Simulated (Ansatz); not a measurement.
**GeSiH6O (SMILES [SiH3][O][GeH3]) at B3LYP/def2-SVP**

What is the electronic atomisation energy of GeSiH6O at B3LYP/def2-SVP? 

Program for the calculation: Ansatz 0.2.0.

75 further runs of the same task are left out: 75 set aside as unsound or not needed.

### 1 The system as given

GeSiH6O: 9 atoms, total charge 0, spin state singlet. As SMILES, `[SiH3][O][GeH3]`. The coordinates come from a PBE0-D4/def2-TZVP relaxation.

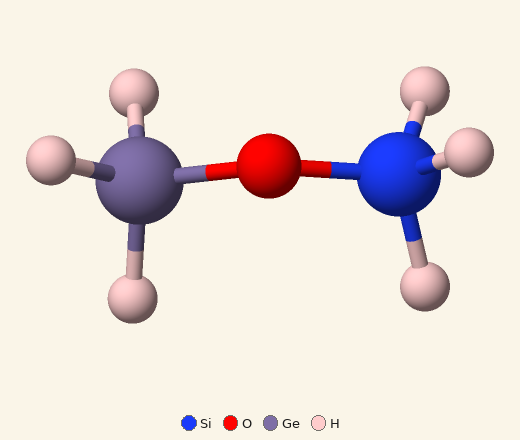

The structure, seen from a chosen angle (silicon blue, oxygen red, germanium purple, hydrogen pink).

### 2 The energy at B3LYP/def2-SVP

Contents of in.yaml:

```yaml
basis:
  gaussian:
    orbitals: def2-SVP
crystal:
  periodic: [false, false, false]
  atoms:
    - {symbol: Si, position_ang: [-0.686600, 1.033100, -0.921400]}
    - {symbol: O, position_ang: [0.592700, 0.201900, -0.339400]}
    - {symbol: Ge, position_ang: [0.809800, -1.049500, 0.901700]}
    - {symbol: H, position_ang: [-1.697500, 0.113200, -1.514500]}
    - {symbol: H, position_ang: [-0.195800, 1.964800, -1.966700]}
    - {symbol: H, position_ang: [-1.355600, 1.810800, 0.159300]}
    - {symbol: H, position_ang: [2.310800, -1.355600, 0.917000]}
    - {symbol: H, position_ang: [-0.018800, -2.280500, 0.498400]}
    - {symbol: H, position_ang: [0.329300, -0.484400, 2.248700]}
hamiltonian:
  xc: {name: B3LYP}
accuracy: high
output: {orbitals: {seedname: orbitals}}
```

Launch:

```sh
ansatz run in.yaml --threads 1 --pin off --max-ram 3480MiB --events-out events.jsonl --progress --plain --runs-dir runs
```

The log of the run:

```text
Warning: RAYON_NUM_THREADS=1 ignored (pool sized by the plan → 1); use --threads N
Functional definition: B3LYP
  name "B3LYP"
  parameter a0 = 0.2
  parameter ax = 0.72
  parameter ac = 0.81
  exchange = (1 - a0 - ax)*slater_x + ax*b88_x + a0*exact_x
  correlation = (1 - ac)*vwn_rpa_c + ac*lyp_c
2026 factors; integrals over basis functions are off by at most 1.0e-8 eV
mean field evaluation 1: about -66527.6081 eV, gradient 5.3e1 eV
mean field evaluation 2: about -66510.8202 eV, gradient 1.1e2 eV
mean field evaluation 4: about -66532.2736 eV, gradient 4.2e0 eV
mean field evaluation 8: about -66532.3934 eV, gradient 1.8e-1 eV
mean field evaluation 16: about -66532.3935 eV, gradient 1.7e-6 eV
mean field -66532.39348773 eV, -2445.0203633982 hartree, gradient 6.9e-8 eV, S^2 0.000000; 0 other end points of the search recorded, 0 dependent functions left out
reference -66532.39353122 eV, -2445.0203649963 hartree; 30, 30 occupied and 64, 64 virtual orbitals, 2026 factors
Total energy: -66532.39353122 eV, -2445.0203649963 hartree
```

Run time: 5.1 s. Hardware: 1 thread of Intel Xeon 6975P-C (Granite Rapids), shared host; peak memory 0.36 GiB.

### 3 The Ge atom, same level

Contents of run.yaml:

```yaml
crystal:
  periodic: [false, false, false]
  atoms:
    - symbol: Ge
      position_ang: [0.000000, 0.000000, 0.000000]
basis:
  gaussian:
    orbitals: def2-SVP
magnetization:
  spin_polarized: true
  initial_magnetization: 2
hamiltonian:
  xc: {name: B3LYP}
accuracy: high
```

Launch:

```sh
ansatz run run.yaml --threads 1 --pin off --max-ram 3480MiB --events-out events.jsonl --progress --plain --runs-dir runs
```

The log of the run:

```text
Warning: RAYON_NUM_THREADS=1 ignored (pool sized by the plan → 1); use --threads N
Functional definition: B3LYP
  name "B3LYP"
  parameter a0 = 0.2
  parameter ax = 0.72
  parameter ac = 0.81
  exchange = (1 - a0 - ax)*slater_x + ax*b88_x + a0*exact_x
  correlation = (1 - ac)*vwn_rpa_c + ac*lyp_c
315 factors; integrals over basis functions are off by at most 3.9e-9 eV
mean field evaluation 1: about -56509.9092 eV, gradient 6.0e0 eV
mean field evaluation 2: about -56509.9513 eV, gradient 5.2e0 eV
mean field evaluation 4: about -56509.9922 eV, gradient 7.6e-2 eV
mean field evaluation 8: about -56509.9933 eV, gradient 2.8e-4 eV
mean field evaluation 16: about -56509.9945 eV, gradient 5.2e-2 eV
mean field -56509.99326459 eV, -2076.7039486244 hartree, gradient 9.1e-8 eV, S^2 2.001976; 1 other end points of the search recorded, 0 dependent functions left out
reference -56509.99328646 eV, -2076.7039494281 hartree; 17, 15 occupied and 15, 17 virtual orbitals, 315 factors
Total energy: -56509.99328646 eV, -2076.7039494281 hartree
```

It took 1.1 s on 1 thread of Intel Xeon 6975P-C (Granite Rapids), shared host.

### 4 The H atom at the same level

Contents of job.yaml:

```yaml
basis:
  gaussian: {orbitals: def2-SVP}
crystal:
  periodic: [false, false, false]
  atoms:
    - symbol: H
      position_ang: [0.000000, 0.000000, 0.000000]
hamiltonian: {xc: {name: B3LYP}}
accuracy: high
magnetization: {spin_polarized: true, initial_magnetization: 1}
```

Run the same way, it converges to -0.50126 Eh (log not shown).

### 5 The O atom, same level

Contents of in.yaml:

```yaml
crystal:
  periodic: [false, false, false]
  atoms:
    - {symbol: O, position_ang: [0.000000, 0.000000, 0.000000]}
basis:
  gaussian: {orbitals: def2-SVP}
hamiltonian: {xc: {name: B3LYP}}
accuracy: high
magnetization: {spin_polarized: true, initial_magnetization: 2}
```

Run the same way, it converges to -75.00076 Eh (log not shown).

### 6 The Si atom

Contents of in.yaml:

```yaml
crystal:
  periodic: [false, false, false]
  atoms:
    - {symbol: Si, position_ang: [0.000000, 0.000000, 0.000000]}
basis:
  gaussian: {orbitals: def2-SVP}
magnetization: {spin_polarized: true, initial_magnetization: 2}
hamiltonian: {xc: {name: B3LYP}}
accuracy: high
```

Run the same way, it converges to -289.29368 Eh (log not shown).

### 7 Summary of results

Level: B3LYP/def2-SVP.

| quantity | value |
| --- | --- |
| molecule: total energy | -2445.02036 Eh |
| molecule: HOMO energy | -8.11 eV |
| molecule: LUMO energy | -0.10 eV |
| molecule: HOMO–LUMO gap | 8.01 eV |
| Ge atom: total energy | -2076.70395 Eh |
| Ge atom: ⟨S²⟩ | 2.002 |
| H atom: total energy | -0.50126 Eh |
| H atom: ⟨S²⟩ | 0.750 |
| O atom: total energy | -75.00076 Eh |
| O atom: ⟨S²⟩ | 2.002 |
| Si atom: total energy | -289.29368 Eh |
| Si atom: ⟨S²⟩ | 2.003 |
| electronic atomisation energy | 27.604 eV |

**Reading.** Taking the molecule apart into free atoms costs 27.60 eV (637 kcal/mol), before zero-point energy and without spin-orbit coupling.
